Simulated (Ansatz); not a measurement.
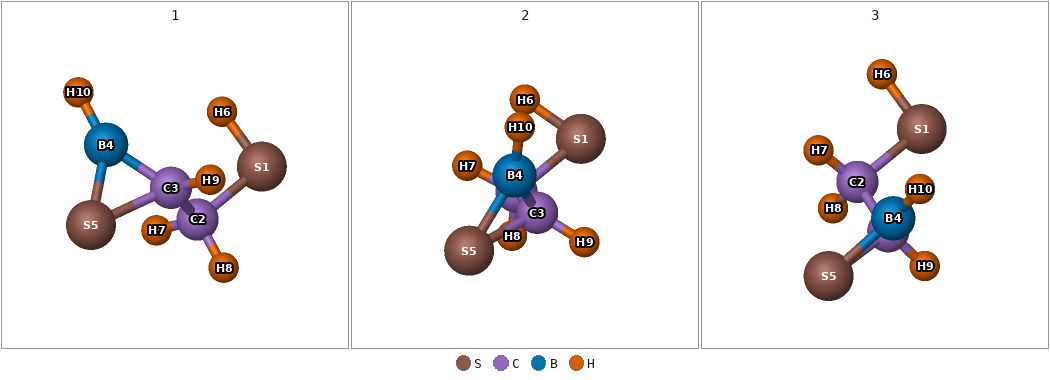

C2H5BS2, SMILES SCC1BS1. Coordinates scanned: (1) angle H6–S1–C2; (2) dihedral H6–S1–C2–C3. Nothing is relaxed (all other coordinates rigid). The grid has 11 × 12 points. Points are written as (first, second). Energies: kcal/mol, counted from the lowest grid point. Theory: RKS PBE0-D4/def2-SVP (Ansatz 0.2.0).

The numbered pictures are structures from this grid.

Question: Rank them by energy, lowest first.

Answer: 1, at (96.4°, −60°): 0.0 kcal/mol; 3, at (96.4°, −150°): 3.4 kcal/mol; 2, at (75.4°, −120°): 12.3 kcal/mol.

The map, with the structures marked:

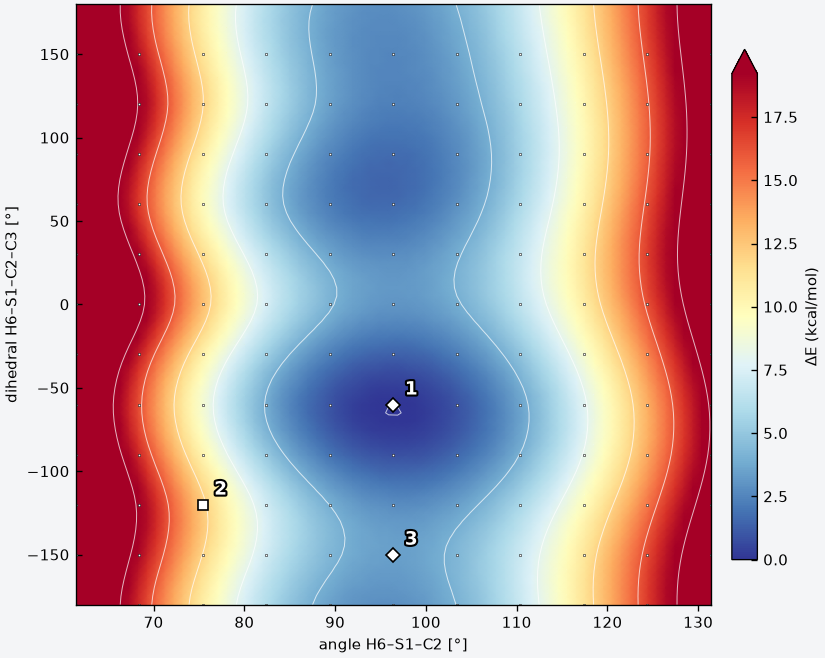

In the figure: a smooth colour map with a few white contour lines, dots at the grid points, one colour for all values above the top of the scale. Between grid points the surface is interpolated.
